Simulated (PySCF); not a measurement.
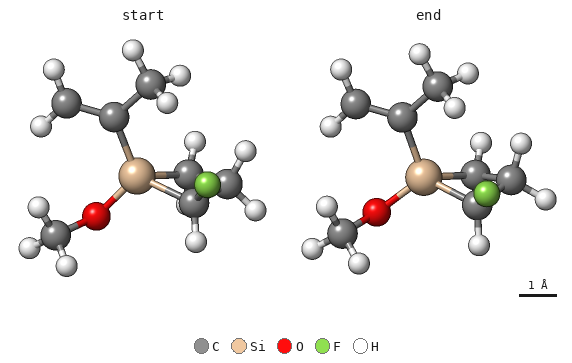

The structure of C7H13FOSi before (left) and after (right) a relaxation, at one scale.

A ball-and-stick model, seen at a tilt.

The start comes from GFN2-xTB. Its atoms were then displaced at random by about 0.01 Å.

Level of theory: PBE0-D3(BJ)/def2-SVP geometry optimisation, gas phase in PySCF 2.14.0, density-fitted response routines. 

**What changed between the two?**

After 11 geometry steps the energy has fallen by 0.350 eV. The largest move after the best rigid fit is that of an H atom, 0.38 Å. By element the largest moves are H 0.38 Å, F 0.31 Å, O 0.21 Å, C 0.18 Å, Si 0.11 Å. Near-neighbour distances that change, for instance: C–H 1.046 → 1.097 Å, C–Si 1.948 → 1.914 Å, O–Si 1.629 → 1.663 Å, C–H 1.073 → 1.106 Å. Bond angles that change, for instance: Si–C–H 118.4° → 111.9°, C–Si–O 117.2° → 111.1°, O–Si–C 109.2° → 115.3°. The run took 5.9 min on 1 thread of Intel(R) Xeon(R) Platinum 8488C, on a shared host.
